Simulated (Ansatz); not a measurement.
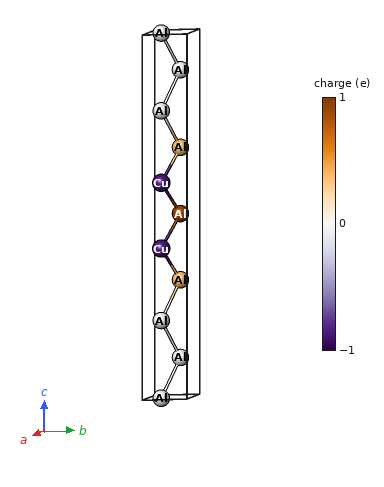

Shown here is a ball-and-stick view of the crystal, taken slightly off an axis. The wireframe shows the simulation cell. The atoms of this Al4Cu cell are coloured by their Bader charge.

Electronic-structure method: DFT r2SCAN, scalar-relativistic, plane waves, PAW in Ansatz 0.2.0. Parameters: a basis cut at 500 eV, Brillouin-zone sampling on an 18×18×2 mesh, Gaussian smearing of 0.1 eV, no spin polarisation.

Question: What charges do the elements carry?

Answer: Most positive: Al; most negative: Cu. Charges: about Al 0.0 to +0.9 e; Cu -0.8 e.

The model was built from a structure type filled with these elements by a generator (whether the compound takes this form wasn't checked). Earlier steps of the study, as a rule a relaxation of our own, may have changed the cell and positions, so they can lie some per cent off the listed ones. An electronic-structure calculation with Ansatz was run on it.
